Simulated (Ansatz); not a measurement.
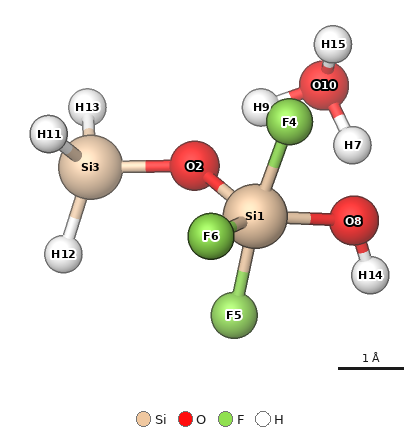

Figure 1. The structure as given in the input (ball-and-stick view, seen at a tilt; atoms are numbered from 1 in the order of the input).

## Geometry relaxation, with input and output: Si2H7O3F3 (part 1 of 2)

Si2H7O3F3, computed with RKS PBE0-D4/def2-SVP (Ansatz 0.2.0).

The input holds or restrains some coordinates. Forces given for the steps count only the free coordinates. Figures and captions count atoms from 1; the log counts them from 0 in places.

What the program printed:
```
Functional definition: PBE0
  name "PBE0"
  cite "Adamo & Barone, J. Chem. Phys. 110, 6158 (1999) doi:10.1063/1.478522"
  cite "Perdew, Burke & Ernzerhof, Phys. Rev. Lett. 77, 3865 (1996) doi:10.1103/PhysRevLett.77.3865"
  parent pbe
  parameter a = 0.25
  parameter kappa = 0.804
  parameter beta = 0.06672455060314922
  exchange = (1 - a)*pbe_x(kappa = kappa, mu = beta*pi^2/3) + a*exact_x
  correlation = pbe_c(beta = beta)
1556 factors; integrals over basis functions are off by at most 5.6e-4 eV
mean field evaluation 1: about -30121.4303 eV, gradient 7.8e1 eV
mean field evaluation 2: about -30115.6986 eV, gradient 9.8e1 eV
mean field evaluation 4: about -30130.8656 eV, gradient 3.2e0 eV
mean field evaluation 8: about -30130.9070 eV, gradient 4.6e-2 eV
mean field evaluation 16: about -30130.9070 eV, gradient 1.7e-5 eV
mean field -30130.90695529 eV, -1107.2904071448 hartree, gradient 1.7e-5 eV, S^2 0.000000; 0 other end points of the search recorded, 0 dependent functions left out
the calculation of the forces begins
reference -30130.90698439 eV, -1107.2904082139 hartree; 43, 43 occupied and 112, 112 virtual orbitals, 1556 factors
relax step   1: F+E_penalty+E_count = -30131.22902078 eV  Δ(F+E_penalty+E_count) = +0.000e0 eV  max|allowed force component| = 8.288e-1 eV/Å  Δτ_max = 0.0000 Å  (26 SCF iters, accepted)
  distance Si 0 - O 7 held at 1.720525 Å   reaction = -3.5873e-1 eV/Å
  distance H 6 - O 9 held at 1.101701 Å   reaction = +3.7970e-1 eV/Å
  distance O 1 - H 8 held at 1.512929 Å   reaction = +5.9041e-1 eV/Å
  distance Si 0 - O 1 held at 1.677434 Å   reaction = -1.9405e-1 eV/Å
  distance H 6 - O 7 held at 1.394437 Å   reaction = +4.1271e-1 eV/Å
  distance H 8 - O 9 held at 1.047011 Å   reaction = +5.2844e-1 eV/Å
these checks for a lower state are left out or cut short: starts, cluster_reference, orbital_swaps, neighbouring_geometries, increment
1556 factors; integrals over basis functions are off by at most 5.8e-4 eV
mean field -30131.09059770 eV, -1107.2971558786 hartree, gradient 1.3e-5 eV, S^2 0.000000; 0 other end points of the search recorded, 0 dependent functions left out
[... from here on the field's lines of each further geometry are left out, up to the last ...]
relax step   2: F+E_penalty+E_count = -30131.41023054 eV  Δ(F+E_penalty+E_count) = -1.812e-1 eV  max|allowed force component| = 7.521e-1 eV/Å  Δτ_max = 0.1691 Å  (28 SCF iters, accepted)
relax step   3: F+E_penalty+E_count = -30131.44688150 eV  Δ(F+E_penalty+E_count) = -3.665e-2 eV  max|allowed force component| = 2.563e-1 eV/Å  Δτ_max = 0.0572 Å  (29 SCF iters, accepted)
relax step   4: F+E_penalty+E_count = -30131.42832907 eV  Δ(F+E_penalty+E_count) = +1.855e-2 eV  max|allowed force component| = 7.032e-1 eV/Å  Δτ_max = 0.2000 Å  (29 SCF iters, rejected (line search))
relax step   5: F+E_penalty+E_count = -30131.46553359 eV  Δ(F+E_penalty+E_count) = -1.865e-2 eV  max|allowed force component| = 1.527e-1 eV/Å  Δτ_max = 0.1000 Å  (28 SCF iters, accepted)
relax step   6: F+E_penalty+E_count = -30131.47463631 eV  Δ(F+E_penalty+E_count) = -9.103e-3 eV  max|allowed force component| = 7.838e-2 eV/Å  Δτ_max = 0.0995 Å  (29 SCF iters, accepted)
relax step   7: F+E_penalty+E_count = -30131.47852761 eV  Δ(F+E_penalty+E_count) = -3.891e-3 eV  max|allowed force component| = 1.601e-1 eV/Å  Δτ_max = 0.1427 Å  (28 SCF iters, accepted)
relax step   8: F+E_penalty+E_count = -30131.48265619 eV  Δ(F+E_penalty+E_count) = -4.129e-3 eV  max|allowed force component| = 1.581e-1 eV/Å  Δτ_max = 0.0515 Å  (28 SCF iters, accepted)
relax step   9: F+E_penalty+E_count = -30131.49222043 eV  Δ(F+E_penalty+E_count) = -9.564e-3 eV  max|allowed force component| = 1.792e-1 eV/Å  Δτ_max = 0.1950 Å  (27 SCF iters, accepted)
relax step  10: F+E_penalty+E_count = -30131.49983365 eV  Δ(F+E_penalty+E_count) = -7.613e-3 eV  max|allowed force component| = 2.585e-1 eV/Å  Δτ_max = 0.1949 Å  (27 SCF iters, accepted)
relax step  11: F+E_penalty+E_count = -30131.51011885 eV  Δ(F+E_penalty+E_count) = -1.029e-2 eV  max|allowed force component| = 2.318e-1 eV/Å  Δτ_max = 0.0865 Å  (28 SCF iters, accepted)
relax step  12: F+E_penalty+E_count = -30131.53457306 eV  Δ(F+E_penalty+E_count) = -2.445e-2 eV  max|allowed force component| = 6.933e-2 eV/Å  Δτ_max = 0.1998 Å  (27 SCF iters, accepted)
relax step  13: F+E_penalty+E_count = -30131.54070606 eV  Δ(F+E_penalty+E_count) = -6.133e-3 eV  max|allowed force component| = 1.908e-1 eV/Å  Δτ_max = 0.1950 Å  (28 SCF iters, accepted)
relax step  14: F+E_penalty+E_count = -30131.54409248 eV  Δ(F+E_penalty+E_count) = -3.386e-3 eV  max|allowed force component| = 8.383e-2 eV/Å  Δτ_max = 0.0730 Å  (28 SCF iters, accepted)
relax step  15: F+E_penalty+E_count = -30131.54514090 eV  Δ(F+E_penalty+E_count) = -1.048e-3 eV  max|allowed force component| = 4.304e-2 eV/Å  Δτ_max = 0.0174 Å  (29 SCF iters, accepted)
the calculation of the forces begins
reference -30131.22193878 eV, -1107.3019825744 hartree; 43, 43 occupied and 112, 112 virtual orbitals, 1556 factors
relax step  16: F+E_penalty+E_count = -30131.54549037 eV  Δ(F+E_penalty+E_count) = -3.495e-4 eV  max|allowed force component| = 1.208e-2 eV/Å  Δτ_max = 0.0148 Å  (30 SCF iters, accepted)
  distance Si 0 - O 7 held at 1.720525 Å   reaction = -6.8315e-1 eV/Å
  distance H 6 - O 9 held at 1.101701 Å   reaction = +2.6573e-1 eV/Å
  distance O 1 - H 8 held at 1.512929 Å   reaction = -1.8304e-1 eV/Å
  distance Si 0 - O 1 held at 1.677434 Å   reaction = -1.1955e0 eV/Å
  distance H 6 - O 7 held at 1.394437 Å   reaction = +4.2864e-2 eV/Å
  distance H 8 - O 9 held at 1.047011 Å   reaction = +1.7614e-1 eV/Å
1556 factors; integrals over basis functions are off by at most 5.9e-4 eV
mean field evaluation 128: about -30131.2027 eV, gradient 3.2e-1 eV
```

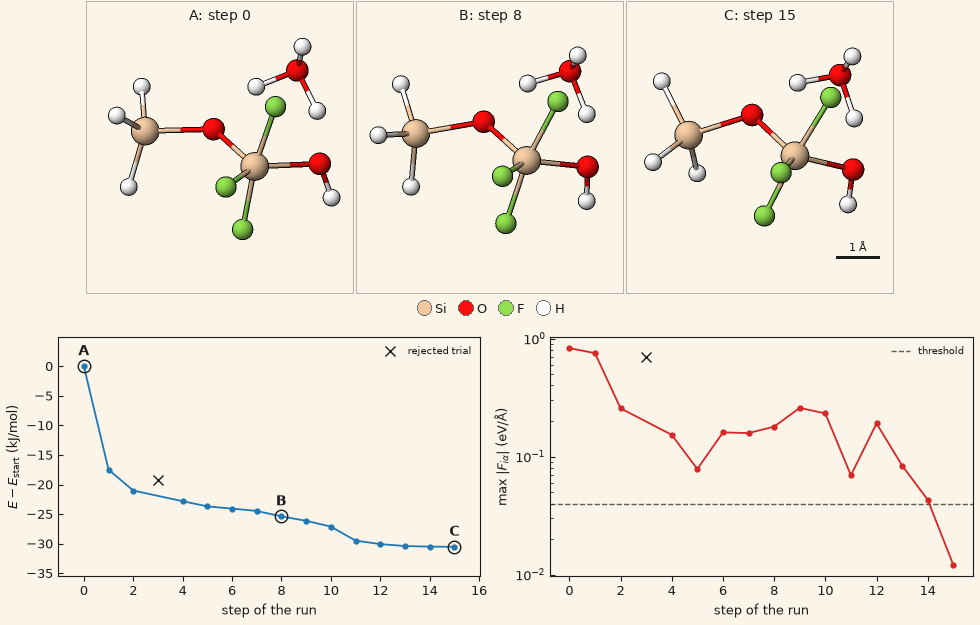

Figure 2. Frames of the restrained relaxation (ball-and-stick view, seen at a tilt) above the curves, on which the letters mark them (the first geometry is step 0 here and step 1 in the log).

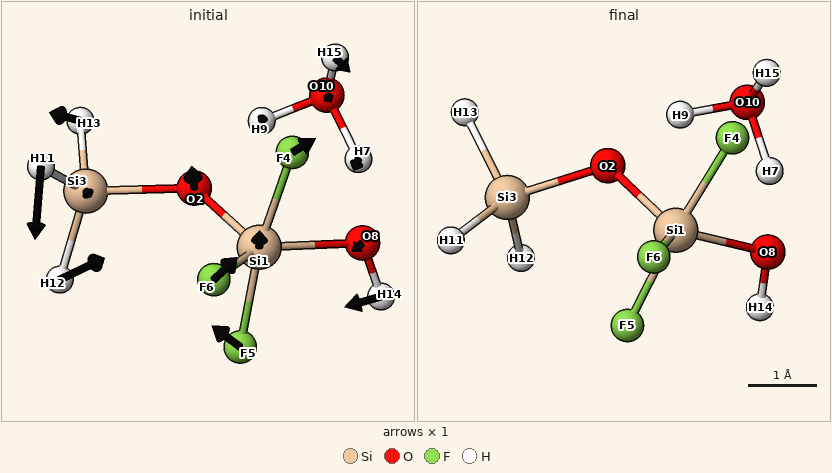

Figure 3. Before (left) and after (right) the restrained relaxation, at one scale (ball-and-stick view, seen at a tilt). The black arrows give the displacements, at true length. H11 moves most after the best rigid fit: 1.14 Å. By element the largest moves are H 1.14 Å, F 0.60 Å, O 0.45 Å, Si 0.31 Å. Distances before and after: O2–Si3 1.632 → 1.699 Å, Si1–F5 1.648 → 1.683 Å, Si3–H12 1.456 → 1.489 Å, Si3–H11 1.457 → 1.485 Å. Among the angles that change: F6–Si1–O8 140.5° → 131.3°, O2–Si3–H13 97.9° → 104.9°, O2–Si1–F6 116.9° → 123.1°. The energy falls by 30.5 kJ/mol in 15 geometry steps. Largest force component: 0.83 eV/Å at the start, 0.012 eV/Å at the end. The line search rejected the trial step at point 3 (counted from 0) and went back. (Atoms are counted from 1 in the order of the input.)

```
mean field -30131.22191057 eV, -1107.3019815378 hartree, gradient 1.4e-5 eV, S^2 0.000000; 1 other end points of the search recorded, 0 dependent functions left out
the calculation of the forces begins
reference -30131.22193878 eV, -1107.3019825744 hartree; 43, 43 occupied and 112, 112 virtual orbitals, 1556 factors
Total energy: -30131.54551858 eV, -1107.3138739125 hartree
Atom 0 at    -0.306463     0.693482     0.936038 Å, force    -0.495298     0.753979     0.811982 eV/Å
Atom 1 at    -0.041051     0.345412    -0.683279 Å, force     0.023311    -0.175002    -1.165903 eV/Å
Atom 2 at    -1.221916    -0.148174    -1.800016 Å, force    -0.002547     0.000229     0.000772 eV/Å
Atom 3 at     1.187292     1.485426     1.018926 Å, force    -0.003086     0.002026     0.003423 eV/Å
Atom 4 at    -1.749911    -0.171494     0.957562 Å, force     0.005837    -0.003054    -0.004829 eV/Å
Atom 5 at    -1.065095     2.032665     1.439219 Å, force     0.002606    -0.002145    -0.001639 eV/Å
Atom 6 at     1.509676    -0.820281     0.934367 Å, force     0.124108     0.054415    -0.191301 eV/Å
Atom 7 at     0.451840    -0.579555     1.810430 Å, force     0.333134    -0.519982     0.310373 eV/Å
Atom 8 at     1.328754    -0.278938    -0.532371 Å, force     0.302861    -0.134311     0.111316 eV/Å
Atom 9 at     2.128628    -0.634471     0.042112 Å, force    -0.279861     0.016019     0.112996 eV/Å
Atom 10 at    -2.401972     0.749879    -1.729757 Å, force     0.000401     0.000554     0.000215 eV/Å
Atom 11 at    -1.596714    -1.570565    -1.567155 Å, force     0.000216    -0.000377     0.001416 eV/Å
Atom 12 at    -0.562787    -0.032611    -3.132130 Å, force     0.000942     0.000337    -0.000432 eV/Å
Atom 13 at    -0.170893    -1.296155     1.989959 Å, force    -0.009072     0.012076     0.009209 eV/Å
Atom 14 at     2.510614     0.225280     0.315996 Å, force    -0.003551    -0.004763     0.002402 eV/Å
Dipole moment:     0.510437    -0.719646    -0.327628 e Å
```

Trajectory as extended XYZ (Å, eV, eV/Å), 16 frames, from step=1 to step=16:
```
15
Properties=species:S:1:pos:R:3:forces:R:3 step=1 energy=-30131.22902
Si   -0.4741    0.4312    1.0089    0.1035   0.6075   0.6330
O    -0.2281   -0.0503   -0.5790    0.9478  -0.2956   0.5926
Si   -1.2293    0.0077   -1.8661   -0.0901  -0.2167  -0.8288
F     0.7772    1.5483    0.8949    0.3846   0.0168  -0.0163
F    -1.6713   -0.6435    1.3640   -0.1147  -0.4851   0.1169
F    -1.4966    1.6449    1.2500   -0.6319   0.7077   0.0641
H     1.6822   -0.6575    0.9193   -0.0017   0.1340  -0.0101
O     0.6642   -0.5346    1.8643    0.9480  -0.1009   0.2319
H     1.2505   -0.3694   -0.5495    0.2858   0.1294   0.1059
O     2.1654   -0.5065   -0.0592   -0.3755  -0.1921   0.1571
H    -1.5788    1.3987   -2.1247   -0.2864   0.5438  -0.2836
H    -2.3926   -0.8317   -1.6191   -0.5976  -0.3135  -0.0718
H    -0.3088   -0.5515   -2.8620   -0.0784  -0.1451  -0.7880
H     0.3049   -1.2769    2.3470   -0.2782  -0.4276   0.0451
H     2.5352    0.3910    0.0111   -0.2151   0.0375   0.0521
15
Properties=species:S:1:pos:R:3:forces:R:3 step=2 energy=-30131.41023
Si   -0.4385    0.4417    1.0255   -0.3765   0.6325   0.7643
O    -0.2147   -0.0528   -0.5617    0.4302  -0.2641  -0.6226
Si   -1.2244   -0.0133   -1.8781   -0.2513  -0.1107  -0.7521
F     0.8412    1.5322    0.9115    0.1795   0.0121   0.0098
F    -1.6427   -0.6324    1.3857   -0.1513  -0.2856   0.0759
F    -1.4571    1.6738    1.2611   -0.2418   0.3675  -0.0021
H     1.6955   -0.6593    0.9531   -0.0186   0.1410  -0.0590
O     0.6701   -0.5489    1.8915    0.8797  -0.3805   0.4149
H     1.2674   -0.3541   -0.5223    0.3614   0.0636   0.1525
O     2.1780   -0.4784   -0.0207   -0.3089  -0.2442   0.0677
H    -1.6245    1.3806   -2.1843   -0.0228   0.1383  -0.0099
H    -2.4298   -0.8442   -1.6629   -0.1034  -0.1062   0.0524
H    -0.4044   -0.5635   -3.0010   -0.0774   0.0180   0.0093
H     0.2807   -1.3162    2.3271   -0.1199  -0.0202  -0.1628
H     2.5033    0.4346    0.0753   -0.1790   0.0386   0.0617
15
Properties=species:S:1:pos:R:3:forces:R:3 step=3 energy=-30131.44688
Si   -0.4188    0.4495    1.0282   -0.7006   0.7057   0.7481
O    -0.2060   -0.0418   -0.5615    0.1672  -0.2404  -1.1156
Si   -1.2317   -0.0237   -1.8921   -0.1961  -0.0241  -0.2563
F     0.8802    1.5238    0.9236    0.0678   0.0408   0.0222
F    -1.6313   -0.6279    1.3843   -0.0825  -0.0911   0.0463
F    -1.4334    1.6974    1.2584   -0.0008   0.0721  -0.0282
H     1.7008   -0.6623    0.9654   -0.0354   0.1100  -0.1083
O     0.6725   -0.5541    1.9011    0.7741  -0.5336   0.4548
H     1.2758   -0.3430   -0.5118    0.3552  -0.0091   0.1465
O     2.1837   -0.4673   -0.0054   -0.2691  -0.1837   0.0588
H    -1.6420    1.3775   -2.1986    0.0212  -0.0448   0.0322
H    -2.4349   -0.8699   -1.6542    0.0564   0.0198   0.0346
H    -0.4410   -0.5753   -3.0352   -0.0056   0.0205   0.0878
H     0.2556   -1.3402    2.2817   -0.0324   0.1262  -0.1700
H     2.4704    0.4571    0.1161   -0.1194   0.0316   0.0471
15
Properties=species:S:1:pos:R:3:forces:R:3 step=4 energy=-30131.42833 accepted=F
Si   -0.3991    0.4500    1.0246   -0.4636   1.5346   0.6367
O    -0.1693    0.0140   -0.5788   -0.1034  -0.3913  -1.0693
Si   -1.2480   -0.0333   -1.8856    0.0729  -0.0027   0.0753
F     0.9224    1.5237    0.9741   -0.0295   0.0217  -0.1138
F    -1.6363   -0.6170    1.3659    0.2853  -0.0674  -0.0499
F    -1.4001    1.7144    1.2320   -0.0389  -0.0493  -0.0034
H     1.7057   -0.6754    0.9735   -0.0022   0.0973  -0.1487
O     0.6889   -0.5390    1.9180    0.0671  -0.8820   0.1408
H     1.3000   -0.3391   -0.5047    0.3791  -0.0987   0.0901
O     2.2014   -0.4761    0.0100   -0.3528   0.0888   0.1009
H    -1.7009    1.3503   -2.1975   -0.0114  -0.0261   0.0046
H    -2.4084   -0.9143   -1.5788    0.0391   0.0225   0.0112
H    -0.4592   -0.5860   -3.0231   -0.0091  -0.0033   0.0006
H     0.1716   -1.3353    2.1003    0.1820  -0.2343   0.3052
H     2.4316    0.4629    0.1700   -0.0146  -0.0100   0.0198
15
Properties=species:S:1:pos:R:3:forces:R:3 step=5 energy=-30131.46553
Si   -0.3964    0.4587    1.0227   -0.7719   0.7017   0.6955
O    -0.1863   -0.0137   -0.5730    0.0547  -0.2245  -1.1266
Si   -1.2395   -0.0323   -1.8903   -0.0746  -0.0240  -0.0714
F     0.9263    1.5143    0.9443    0.0187   0.0870   0.0227
F    -1.6272   -0.6084    1.3669   -0.0277  -0.0175   0.0143
F    -1.3949    1.7210    1.2432    0.0344   0.0389  -0.0089
H     1.6988   -0.6832    0.9604    0.0208   0.1115  -0.1684
O     0.6718   -0.5686    1.8967    0.6276  -0.5967   0.4151
H     1.2890   -0.3442   -0.5180    0.4108  -0.0348   0.1582
O     2.1911   -0.4509    0.0026   -0.2739  -0.0952   0.0696
H    -1.6754    1.3577   -2.2025    0.0057  -0.0214   0.0143
H    -2.4196   -0.8963   -1.6125    0.0353   0.0110   0.0172
H    -0.4509   -0.5860   -3.0301   -0.0037   0.0075   0.0379
H     0.2169   -1.3611    2.2166    0.0166   0.1112  -0.0796
H     2.3963    0.4929    0.1730   -0.0730  -0.0546   0.0100
```
